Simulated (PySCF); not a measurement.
Consider C6H14OSi2.

```xyz
23

C     3.7335   -0.1641    1.5526
C     2.6438   -0.4123    0.6366
C     1.7288   -0.6253   -0.1206
Si    0.2984   -0.8821   -1.2679
C    -0.9973    0.4863   -0.9450
Si   -2.1729    0.7039   -2.4316
C    -1.8252    0.2911    0.3300
C    -1.0295    0.3324    1.6431
O    -0.4706   -0.9030    2.0143
H     3.3411    0.1926    2.5050
H     4.4030    0.5905    1.1397
H     4.2954   -1.0823    1.7227
H     0.8182   -0.7719   -2.6364
H    -0.2755   -2.2112   -1.0245
H    -0.4481    1.4297   -0.8360
H    -3.1014    1.8048   -2.1535
H    -1.3986    1.0194   -3.6337
H    -2.9386   -0.5255   -2.6482
H    -2.5803    1.0808    0.3854
H    -2.3552   -0.6633    0.2909
H    -1.7076    0.5915    2.4619
H    -0.2523    1.1077    1.5814
H     0.2863   -1.0899    1.4438
```

Geometry: GFN2-xTB.

These are results of PBE0/pcSseg-1, SCF density, gas phase, non-relativistic in PySCF, not measurements.

What can the converged electron density and electron localisation function tell about the bonding?

Answer. C–C (1.21 Å): ρ at the midpoint is about 2.7 e/Å³; the ELF peaks at about 0.85 between the atoms (a multiple bond).
C–Si (1.85 Å): the density is about 0.91 e/Å³ at the midpoint; the ELF peaks at about 0.95 between the atoms (a covalent bond).
O–H (0.97 Å): the density is about 3.7 e/Å³ at the midpoint; the ELF climbs to about 1 towards the hydrogen, as it does in any bond to H (an ordinary covalent bond to hydrogen).

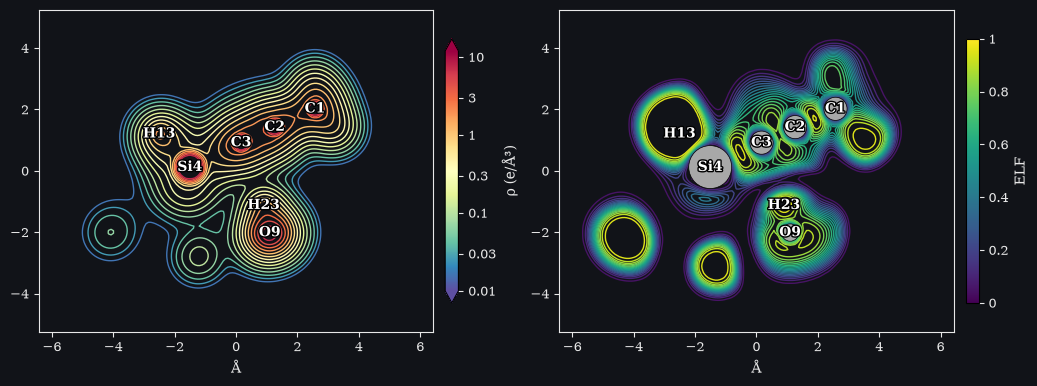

Computed electron density and electron localisation function on the plane of atoms C3, Si4 and H13, in this order. Grey discs cover the atomic cores in the ELF map. 
